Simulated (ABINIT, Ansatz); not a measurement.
# LiBeI3 (Pm-3m): zone-centre phonons, part 3 of 4

Wanted: the vibrations of LiBeI3 (Pm-3m) at Γ, by two programs.

ABINIT 10.8.3; DFT PBEsol, scalar-relativistic, plane waves, PseudoDojo norm-conserving pseudopotentials.

So far. Step 2 (Relaxing the cell and atoms): The volume changes by +0.4 % from the cell with which this run began. Step 4 (Zone-centre response): The acoustic modes at Γ come out as far as 4.1 cm⁻¹ from zero, where they should vanish, a small numerical error. The lowest optical mode is imaginary, 254i cm⁻¹, an instability at this level and on this k mesh. The relaxed cell has a = 5.337 Å (conventional setting).

The structure was built from a prototype and need not be the compound's stable phase.

## 5. Zone-centre analysis

anaddb reads the merged derivatives and imposes the acoustic sum rule.

anaddb.abi

```
ddb_filepath "gamma_DDB"
output_file "anaddb.abo"
outdata_prefix "anaddb"
asr 1
chneut 1
enunit 2
eivec 1
nph1l 1
qph1l 0.0 0.0 0.0 1.0
```

mrgddb.in

```
gamma_DDB
merged
2
dfpt_gammao_DDB
gso_DDB
```

Started as:

```sh
$ mrgddb < mrgddb.in > mrgddb.log
$ OMP_NUM_THREADS=1 anaddb anaddb.abi > anaddb.log
```

anaddb.abo, the main output file:

```text
-outvars_anaddb: echo values of input variables ----------------------

 Miscellaneous information :
      enunit         2
       eivec         1
         asr         1
 First list of wavevector (reduced coord.) :
       nph1l         1
       qph1l
                     0.00000000E+00  0.00000000E+00  0.00000000E+00    1.000E+00

================================================================================

 read the DDB information and perform some checks

  ==== Info on the Cryst% object ====
 Real(R)+Recip(G) space primitive vectors, cartesian coordinates (Bohr,Bohr^-1):
 R(1)= 10.0863615  0.0000000  0.0000000  G(1)=  0.0991438  0.0000000  0.0000000
 R(2)=  0.0000000 10.0863615  0.0000000  G(2)=  0.0000000  0.0991438  0.0000000
 R(3)=  0.0000000  0.0000000 10.0863615  G(3)=  0.0000000  0.0000000  0.0991438
 Unit cell volume ucvol=  1.0261329E+03 bohr^3
 Angles (23,13,12)=  9.00000000E+01  9.00000000E+01  9.00000000E+01 degrees
 Time-reversal symmetry is present
 Reduced atomic positions [iatom, xred, symbol]:
    1)    0.0000000  0.0000000  0.0000000  Li
    2)    0.5000000  0.5000000  0.5000000  Be
    3)    0.5000000  0.5000000  0.0000000   I
    4)    0.5000000  0.0000000  0.5000000   I
    5)    0.0000000  0.5000000  0.5000000   I

 DDB file with 3 blocks has been read.

================================================================================

 Treat the first list of vectors

  Phonon wavevector (reduced coordinates) :  0.00000  0.00000  0.00000
 Phonon energies in Hartree :
  -1.150591E-03 -1.150591E-03 -1.150591E-03 -7.804671E-04 -7.804671E-04
  -7.804671E-04 -1.191259E-04 -1.191259E-04 -1.191259E-04  0.000000E+00
   0.000000E+00  0.000000E+00  4.172478E-04  4.172478E-04  4.172478E-04
 Phonon energies in meV     :
- -3.130918E+01 -3.130918E+01 -3.130918E+01 -2.123759E+01 -2.123759E+01
- -2.123759E+01 -3.241580E+00 -3.241580E+00 -3.241580E+00  0.000000E+00
-  0.000000E+00  0.000000E+00  1.135389E+01  1.135389E+01  1.135389E+01
 Phonon frequencies in cm-1    :
- -2.525255E+02 -2.525255E+02 -2.525255E+02 -1.712927E+02 -1.712927E+02
- -1.712927E+02 -2.614510E+01 -2.614510E+01 -2.614510E+01  0.000000E+00
-  0.000000E+00  0.000000E+00  9.157530E+01  9.157530E+01  9.157530E+01
 Phonon frequencies in Thz     :
- -7.570525E+00 -7.570525E+00 -7.570525E+00 -5.135227E+00 -5.135227E+00
- -5.135227E+00 -7.838105E-01 -7.838105E-01 -7.838105E-01  0.000000E+00
-  0.000000E+00  0.000000E+00  2.745359E+00  2.745359E+00  2.745359E+00
 Phonon energies in Kelvin  :
- -3.633279E+02 -3.633279E+02 -3.633279E+02 -2.464520E+02 -2.464520E+02
- -2.464520E+02 -3.761697E+01 -3.761697E+01 -3.761697E+01  0.000000E+00
-  0.000000E+00  0.000000E+00  1.317564E+02  1.317564E+02  1.317564E+02

 Eigendisplacements
 (will be given, for each mode : in cartesian coordinates
   for each atom the real part of the displacement vector,
   then the imaginary part of the displacement vector - absolute values smaller than 1.0d-7 are set to zero)
  Mode number    1   Energy   -1.150591E-03
 Attention : low frequency mode.
   (Could be unstable or acoustic mode)
-  1  0.00000000E+00  0.00000000E+00  5.72115322E-04
-     0.00000000E+00  0.00000000E+00  0.00000000E+00
-  2  0.00000000E+00  0.00000000E+00  7.66936170E-03
-     0.00000000E+00  0.00000000E+00  0.00000000E+00
-  3  0.00000000E+00  0.00000000E+00 -2.99179442E-04
-     0.00000000E+00  0.00000000E+00  0.00000000E+00
-  4  0.00000000E+00  0.00000000E+00 -1.38384167E-04
-     0.00000000E+00  0.00000000E+00  0.00000000E+00
-  5  0.00000000E+00  0.00000000E+00 -1.38384167E-04
-     0.00000000E+00  0.00000000E+00  0.00000000E+00
  Mode number    2   Energy   -1.150591E-03
 Attention : low frequency mode.
   (Could be unstable or acoustic mode)
-  1  0.00000000E+00  5.72115322E-04  0.00000000E+00
-     0.00000000E+00  0.00000000E+00  0.00000000E+00
-  2  0.00000000E+00  7.66936170E-03  0.00000000E+00
-     0.00000000E+00  0.00000000E+00  0.00000000E+00
-  3  0.00000000E+00 -1.38384167E-04  0.00000000E+00
-     0.00000000E+00  0.00000000E+00  0.00000000E+00
-  4  0.00000000E+00 -2.99179442E-04  0.00000000E+00
-     0.00000000E+00  0.00000000E+00  0.00000000E+00
-  5  0.00000000E+00 -1.38384167E-04  0.00000000E+00
-     0.00000000E+00  0.00000000E+00  0.00000000E+00
  Mode number    3   Energy   -1.150591E-03
 Attention : low frequency mode.
   (Could be unstable or acoustic mode)
-  1  5.72115322E-04  0.00000000E+00  0.00000000E+00
-     0.00000000E+00  0.00000000E+00  0.00000000E+00
-  2  7.66936170E-03  0.00000000E+00  0.00000000E+00
-     0.00000000E+00  0.00000000E+00  0.00000000E+00
-  3 -1.38384167E-04  0.00000000E+00  0.00000000E+00
-     0.00000000E+00  0.00000000E+00  0.00000000E+00
-  4 -1.38384167E-04  0.00000000E+00  0.00000000E+00
-     0.00000000E+00  0.00000000E+00  0.00000000E+00
-  5 -2.99179442E-04  0.00000000E+00  0.00000000E+00
-     0.00000000E+00  0.00000000E+00  0.00000000E+00
  Mode number    4   Energy   -7.804671E-04
 Attention : low frequency mode.
   (Could be unstable or acoustic mode)
-  1  0.00000000E+00  0.00000000E+00 -8.74109052E-03
-     0.00000000E+00  0.00000000E+00  0.00000000E+00
-  2  0.00000000E+00  0.00000000E+00  5.99190813E-04
-     0.00000000E+00  0.00000000E+00  0.00000000E+00
-  3  0.00000000E+00  0.00000000E+00 -4.63283772E-05
-     0.00000000E+00  0.00000000E+00  0.00000000E+00
-  4  0.00000000E+00  0.00000000E+00  2.40932659E-04
-     0.00000000E+00  0.00000000E+00  0.00000000E+00
-  5  0.00000000E+00  0.00000000E+00  2.40932659E-04
-     0.00000000E+00  0.00000000E+00  0.00000000E+00
  Mode number    5   Energy   -7.804671E-04
 Attention : low frequency mode.
   (Could be unstable or acoustic mode)
-  1  0.00000000E+00  8.74109052E-03  0.00000000E+00
-     0.00000000E+00  0.00000000E+00  0.00000000E+00
-  2  0.00000000E+00 -5.99190813E-04  0.00000000E+00
-     0.00000000E+00  0.00000000E+00  0.00000000E+00
-  3  0.00000000E+00 -2.40932659E-04  0.00000000E+00
-     0.00000000E+00  0.00000000E+00  0.00000000E+00
-  4  0.00000000E+00  4.63283772E-05  0.00000000E+00
-     0.00000000E+00  0.00000000E+00  0.00000000E+00
-  5  0.00000000E+00 -2.40932659E-04  0.00000000E+00
-     0.00000000E+00  0.00000000E+00  0.00000000E+00
  Mode number    6   Energy   -7.804671E-04
 Attention : low frequency mode.
   (Could be unstable or acoustic mode)
-  1  8.74109052E-03  0.00000000E+00  0.00000000E+00
-     0.00000000E+00  0.00000000E+00  0.00000000E+00
-  2 -5.99190813E-04  0.00000000E+00  0.00000000E+00
-     0.00000000E+00  0.00000000E+00  0.00000000E+00
-  3 -2.40932659E-04  0.00000000E+00  0.00000000E+00
-     0.00000000E+00  0.00000000E+00  0.00000000E+00
-  4 -2.40932659E-04  0.00000000E+00  0.00000000E+00
-     0.00000000E+00  0.00000000E+00  0.00000000E+00
-  5  4.63283772E-05  0.00000000E+00  0.00000000E+00
-     0.00000000E+00  0.00000000E+00  0.00000000E+00
  Mode number    7   Energy   -1.191259E-04
 Attention : low frequency mode.
   (Could be unstable or acoustic mode)
-  1  0.00000000E+00  0.00000000E+00  0.00000000E+00
-     0.00000000E+00  0.00000000E+00  0.00000000E+00
-  2  0.00000000E+00  0.00000000E+00  0.00000000E+00
-     0.00000000E+00  0.00000000E+00  0.00000000E+00
-  3  0.00000000E+00  0.00000000E+00  0.00000000E+00
-     0.00000000E+00  0.00000000E+00  0.00000000E+00
-  4  0.00000000E+00  0.00000000E+00  1.47016639E-03
-     0.00000000E+00  0.00000000E+00  0.00000000E+00
-  5  0.00000000E+00  0.00000000E+00 -1.47016639E-03
-     0.00000000E+00  0.00000000E+00  0.00000000E+00
  Mode number    8   Energy   -1.191259E-04
 Attention : low frequency mode.
   (Could be unstable or acoustic mode)
-  1  0.00000000E+00  0.00000000E+00  0.00000000E+00
-     0.00000000E+00  0.00000000E+00  0.00000000E+00
-  2  0.00000000E+00  0.00000000E+00  0.00000000E+00
-     0.00000000E+00  0.00000000E+00  0.00000000E+00
-  3  0.00000000E+00 -1.47016639E-03  0.00000000E+00
-     0.00000000E+00  0.00000000E+00  0.00000000E+00
-  4  0.00000000E+00  0.00000000E+00  0.00000000E+00
-     0.00000000E+00  0.00000000E+00  0.00000000E+00
-  5  0.00000000E+00  1.47016639E-03  0.00000000E+00
-     0.00000000E+00  0.00000000E+00  0.00000000E+00
  Mode number    9   Energy   -1.191259E-04
 Attention : low frequency mode.
   (Could be unstable or acoustic mode)
-  1  0.00000000E+00  0.00000000E+00  0.00000000E+00
-     0.00000000E+00  0.00000000E+00  0.00000000E+00
-  2  0.00000000E+00  0.00000000E+00  0.00000000E+00
-     0.00000000E+00  0.00000000E+00  0.00000000E+00
-  3  1.47016639E-03  0.00000000E+00  0.00000000E+00
-     0.00000000E+00  0.00000000E+00  0.00000000E+00
-  4 -1.47016639E-03  0.00000000E+00  0.00000000E+00
-     0.00000000E+00  0.00000000E+00  0.00000000E+00
-  5  0.00000000E+00  0.00000000E+00  0.00000000E+00
-     0.00000000E+00  0.00000000E+00  0.00000000E+00
  Mode number   10   Energy    0.000000E+00
 Attention : low frequency mode.
   (Could be unstable or acoustic mode)
-  1  0.00000000E+00  0.00000000E+00 -1.17599827E-03
-     0.00000000E+00  0.00000000E+00  0.00000000E+00
-  2  0.00000000E+00  0.00000000E+00 -1.17602489E-03
-     0.00000000E+00  0.00000000E+00  0.00000000E+00
-  3  0.00000000E+00  0.00000000E+00 -1.17599391E-03
-     0.00000000E+00  0.00000000E+00  0.00000000E+00
-  4  0.00000000E+00  0.00000000E+00 -1.17600143E-03
-     0.00000000E+00  0.00000000E+00  0.00000000E+00
-  5  0.00000000E+00  0.00000000E+00 -1.17600143E-03
-     0.00000000E+00  0.00000000E+00  0.00000000E+00
  Mode number   11   Energy    0.000000E+00
 Attention : low frequency mode.
   (Could be unstable or acoustic mode)
-  1  0.00000000E+00  1.17599827E-03  0.00000000E+00
-     0.00000000E+00  0.00000000E+00  0.00000000E+00
-  2  0.00000000E+00  1.17602489E-03  0.00000000E+00
-     0.00000000E+00  0.00000000E+00  0.00000000E+00
-  3  0.00000000E+00  1.17600143E-03  0.00000000E+00
-     0.00000000E+00  0.00000000E+00  0.00000000E+00
-  4  0.00000000E+00  1.17599391E-03  0.00000000E+00
-     0.00000000E+00  0.00000000E+00  0.00000000E+00
-  5  0.00000000E+00  1.17600143E-03  0.00000000E+00
-     0.00000000E+00  0.00000000E+00  0.00000000E+00
  Mode number   12   Energy    0.000000E+00
 Attention : low frequency mode.
   (Could be unstable or acoustic mode)
-  1  1.17599827E-03  0.00000000E+00  0.00000000E+00
-     0.00000000E+00  0.00000000E+00  0.00000000E+00
-  2  1.17602489E-03  0.00000000E+00  0.00000000E+00
-     0.00000000E+00  0.00000000E+00  0.00000000E+00
-  3  1.17600143E-03  0.00000000E+00  0.00000000E+00
-     0.00000000E+00  0.00000000E+00  0.00000000E+00
-  4  1.17600143E-03  0.00000000E+00  0.00000000E+00
-     0.00000000E+00  0.00000000E+00  0.00000000E+00
-  5  1.17599391E-03  0.00000000E+00  0.00000000E+00
-     0.00000000E+00  0.00000000E+00  0.00000000E+00
  Mode number   13   Energy    4.172478E-04
-  1  0.00000000E+00  0.00000000E+00 -9.57996213E-04
-     0.00000000E+00  0.00000000E+00  0.00000000E+00
-  2  0.00000000E+00  0.00000000E+00  5.56559033E-04
-     0.00000000E+00  0.00000000E+00  0.00000000E+00
-  3  0.00000000E+00  0.00000000E+00  1.68764989E-03
-     0.00000000E+00  0.00000000E+00  0.00000000E+00
-  4  0.00000000E+00  0.00000000E+00 -8.37383513E-04
-     0.00000000E+00  0.00000000E+00  0.00000000E+00
-  5  0.00000000E+00  0.00000000E+00 -8.37383513E-04
-     0.00000000E+00  0.00000000E+00  0.00000000E+00
  Mode number   14   Energy    4.172478E-04
-  1  0.00000000E+00 -9.57996212E-04  0.00000000E+00
-     0.00000000E+00  0.00000000E+00  0.00000000E+00
-  2  0.00000000E+00  5.56559033E-04  0.00000000E+00
-     0.00000000E+00  0.00000000E+00  0.00000000E+00
-  3  0.00000000E+00 -8.37383513E-04  0.00000000E+00
-     0.00000000E+00  0.00000000E+00  0.00000000E+00
-  4  0.00000000E+00  1.68764988E-03  0.00000000E+00
-     0.00000000E+00  0.00000000E+00  0.00000000E+00
-  5  0.00000000E+00 -8.37383513E-04  0.00000000E+00
-     0.00000000E+00  0.00000000E+00  0.00000000E+00
  Mode number   15   Energy    4.172478E-04
-  1  9.57996212E-04  0.00000000E+00  0.00000000E+00
-     0.00000000E+00  0.00000000E+00  0.00000000E+00
-  2 -5.56559033E-04  0.00000000E+00  0.00000000E+00
-     0.00000000E+00  0.00000000E+00  0.00000000E+00
-  3  8.37383513E-04  0.00000000E+00  0.00000000E+00
-     0.00000000E+00  0.00000000E+00  0.00000000E+00
-  4  8.37383513E-04  0.00000000E+00  0.00000000E+00
-     0.00000000E+00  0.00000000E+00  0.00000000E+00
-  5 -1.68764988E-03  0.00000000E+00  0.00000000E+00
-     0.00000000E+00  0.00000000E+00  0.00000000E+00

 Analysis of degeneracies and characters (maximum tolerance=1.00E-06 a.u.)
 For each vibration mode, or group of modes if degenerate,
 the characters are given for each symmetry operation (see the list in the log file).
 Symmetry characters of vibration mode #   1
       degenerate with vibration modes #   2 to    3
  3.0 -3.0 -1.0  1.0 -1.0  1.0 -1.0  1.0  1.0 -1.0 -1.0  1.0  1.0 -1.0 -1.0  1.0
 -0.0  0.0 -0.0  0.0  0.0 -0.0  0.0 -0.0  1.0 -1.0 -1.0  1.0 -1.0  1.0  1.0 -1.0
 -0.0  0.0  0.0 -0.0  0.0 -0.0 -0.0  0.0  1.0 -1.0  1.0 -1.0 -1.0  1.0 -1.0  1.0
 Symmetry characters of vibration mode #   4
       degenerate with vibration modes #   5 to    6
  3.0 -3.0 -1.0  1.0 -1.0  1.0 -1.0  1.0  1.0 -1.0 -1.0  1.0  1.0 -1.0 -1.0  1.0
 -0.0  0.0  0.0 -0.0 -0.0  0.0  0.0 -0.0  1.0 -1.0 -1.0  1.0 -1.0  1.0  1.0 -1.0
 -0.0  0.0 -0.0  0.0  0.0 -0.0  0.0 -0.0  1.0 -1.0  1.0 -1.0 -1.0  1.0 -1.0  1.0
 Symmetry characters of vibration mode #   7
       degenerate with vibration modes #   8 to    9
  3.0 -3.0 -1.0  1.0 -1.0  1.0 -1.0  1.0 -1.0  1.0  1.0 -1.0 -1.0  1.0  1.0 -1.0
 -0.0  0.0 -0.0  0.0  0.0 -0.0  0.0 -0.0 -1.0  1.0  1.0 -1.0  1.0 -1.0 -1.0  1.0
 -0.0  0.0  0.0 -0.0  0.0 -0.0 -0.0  0.0 -1.0  1.0 -1.0  1.0  1.0 -1.0  1.0 -1.0
 Symmetry characters of vibration mode #  10
       degenerate with vibration modes #  11 to   12
  3.0 -3.0 -1.0  1.0 -1.0  1.0 -1.0  1.0  1.0 -1.0 -1.0  1.0  1.0 -1.0 -1.0  1.0
  0.0 -0.0  0.0 -0.0 -0.0  0.0 -0.0  0.0  1.0 -1.0 -1.0  1.0 -1.0  1.0  1.0 -1.0
  0.0 -0.0 -0.0  0.0 -0.0  0.0  0.0 -0.0  1.0 -1.0  1.0 -1.0 -1.0  1.0 -1.0  1.0
 Symmetry characters of vibration mode #  13
       degenerate with vibration modes #  14 to   15
  3.0 -3.0 -1.0  1.0 -1.0  1.0 -1.0  1.0  1.0 -1.0 -1.0  1.0  1.0 -1.0 -1.0  1.0
  0.0 -0.0  0.0 -0.0 -0.0  0.0 -0.0  0.0  1.0 -1.0 -1.0  1.0 -1.0  1.0  1.0 -1.0
  0.0 -0.0 -0.0  0.0 -0.0  0.0  0.0 -0.0  1.0 -1.0  1.0 -1.0 -1.0  1.0 -1.0  1.0
-
```

Run time: 0.7 s. Hardware: 1 thread of Intel Xeon at 2.70GHz, shared host.

Numbers from this step:

```
highest optical zone-centre mode (no LO-TO term) : 91.58 cm⁻¹
lowest optical zone-centre mode                  : -252.5 cm⁻¹
```

No LO-TO term; unit eigenvectors of the mass-weighted matrix, from anaddb's displacements. The modes at Γ (shares of kinetic energy by element, %) (negative means imaginary):

| mode | frequency (cm⁻¹) | symmetry | Li % | Be % | I % |
| --- | --- | --- | --- | --- | --- |
| 1 | -252.5 | T1u | 0 | 97 | 3 |
| 2 | -252.5 | T1u | 0 | 97 | 3 |
| 3 | -252.5 | T1u | 0 | 97 | 3 |
| 4 | -171.3 | T1u | 97 | 1 | 3 |
| 5 | -171.3 | T1u | 97 | 1 | 3 |
| 6 | -171.3 | T1u | 97 | 1 | 3 |
| 7 | -26.1 | T2u | 0 | 0 | 100 |
| 8 | -26.1 | T2u | 0 | 0 | 100 |
| 9 | -26.1 | T2u | 0 | 0 | 100 |
| 10 | 0.0 | acoustic | 2 | 2 | 96 |
| 11 | 0.0 | acoustic | 2 | 2 | 96 |
| 12 | 0.0 | acoustic | 2 | 2 | 96 |
| 13 | 91.6 | T1u | 1 | 1 | 98 |
| 14 | 91.6 | T1u | 1 | 1 | 98 |
| 15 | 91.6 | T1u | 1 | 1 | 98 |

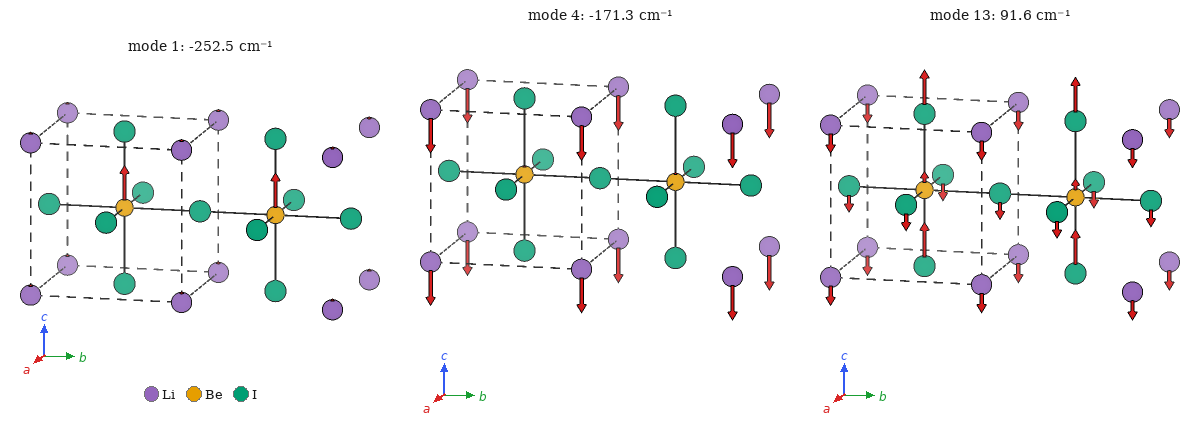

Displacement patterns of modes 1, 4 and 13 at Γ; arrows are exaggerated. 1×2×1 cells are drawn. Some periodic images of atoms are drawn too.

The rule also moves an optical mode by 1.5 cm⁻¹.

(Part 3 of 4 ends here.)

[Host names and launcher messages were left out of these logs when they were recorded.]

[Logs are printed without paths, hosts, clocks, repeated set-up lines and the standing remarks that a program may print on its own settings, such as how far it seeks lower states.]

[Hosts, paths, dates, database ids (printed as entryN), source tags and the programs' standing remarks are cut or masked in the printed files.]
